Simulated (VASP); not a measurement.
Input:

```yaml
crystal:
  lattice:
    - [1.56671, -2.71363, 0.00000]
    - [1.56671, 2.71363, 0.00000]
    - [0.00000, 0.00000, 3.46649]
  atoms:
    - { symbol: Hf, position: [0.00000, 0.00000, 0.00000] }
    - { symbol: B, position: [0.33333, 0.66667, 0.50000] }
    - { symbol: B, position: [0.66667, 0.33333, 0.50000] }
```

Level of theory: TPSS meta-GGA, VASP's PBE PAW potentials (set 64) (plane waves; VASP). Settings: 520 eV cut-off, 13×13×10 Γ-centred mesh, tetrahedra with Blöchl corrections, potentials Hf_pv B.

Unless said otherwise, spin-orbit coupling is left out, though it shifts the bands of the heavy elements here.

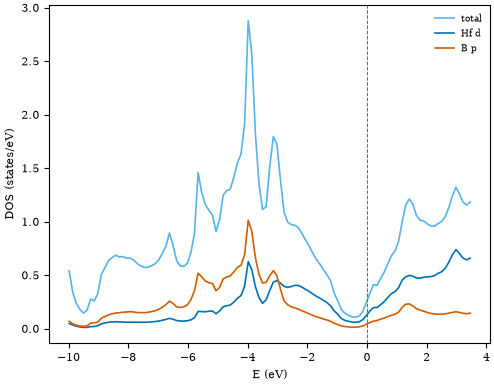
Figure: Total and projected density of states, zero at the Fermi level

Within 2 eV below the Fermi level the largest weight inside VASP's projection spheres is Hf d, then B p.

It has no gap at this level: it comes out as a metal or semimetal.

The compound is HfB2 in the AlB2 type structure. It was relaxed first.
